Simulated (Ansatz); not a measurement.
Input

```
crystal:
  lattice:
    - [-2.8637291485, 2.8637291485, 5.4660505178]
    - [2.8637291485, -2.8637291485, 5.4660505178]
    - [2.8637291485, 2.8637291485, -5.4660505178]
  atoms:
    - { symbol: B, position: [0.0, 0.0, 0.0] }
    - { symbol: Bi, position: [0.6291950803, 0.6291950803, 0.480399259] }
    - { symbol: Bi, position: [0.1487958213, 0.1487958213, 0.519600741] }
    - { symbol: Bi, position: [0.3708049197, 0.8512041787, 0.0] }
    - { symbol: Bi, position: [0.8512041787, 0.3708049197, 0.0] }
    - { symbol: "N", position: [0.5, 0.0, 0.5] }
    - { symbol: "N", position: [0.0, 0.5, 0.5] }
    - { symbol: "N", position: [0.5, 0.5, 0.0] }
basis:
  ecutwfc: 420
kpoints:
  mp_grid: { grid: [8, 8, 8] }
hamiltonian:
  xc: pbe
scf:
  occupations: { method: gaussian, width: 0.1 }
output:
  forces: true
  stress: true
  eigenvalues: true
  write_density: true
  write_potential: true
  elf: true
  volumetric_format: npy
relax:
  adjacent_minimum: "off"
  f_tol: 0.01
  max_steps: 80
  cell: { stress_tol: 0.05 }
```

Run with:

```sh
ansatz run input.yaml --threads 1 --pin off --max-ram 2560MiB --backend cpu --events-out ev --progress --plain --runs-dir out
```

Below, planes, directions and counts refer to the conventional cell (a = 5.72 Å, b = 5.72 Å, c = 10.94 Å, α = 90.00°, β = 90.00°, γ = 90.00°).

The fields are those of the relaxed geometry.

Space group I-42m; a structure from a database of computed crystals, not necessarily the ambient phase; a generated structure, not necessarily the stable one.

The calculation used Ansatz, DFT PBE, scalar-relativistic, plane waves, PAW.

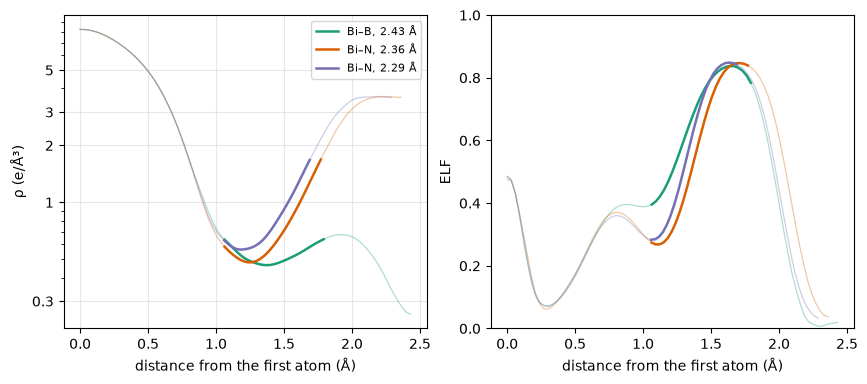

Bi$_{4}$BN$_{3}$. Valence charge density (pseudo) and electron localisation function along straight lines between neighbouring atoms. Thin, pale parts lie inside the atomic spheres.

In a PAW calculation such maps are meaningful between the atoms, not at the nuclei.

Compare the contacts.

Answer. Bi–B (2.43 Å): ρ at the midpoint is about 0.5 e/Å³; the ELF peaks at about 0.85 in the valence shell of B, 0.8 Å from its nucleus, and is about 0.50 at the midpoint.
Bi–N (2.36 Å): the density is about 0.5 e/Å³ at the midpoint; the ELF peaks at about 0.85 in the valence shell of N, 0.6 Å from its nucleus, and drops to about 0.25 between the two atoms.
Bi–N (2.29 Å): the density is about 0.57 e/Å³ at the midpoint; the ELF peaks at about 0.85 in the valence shell of N, 0.7 Å from its nucleus, and is about 0.30 at the midpoint.
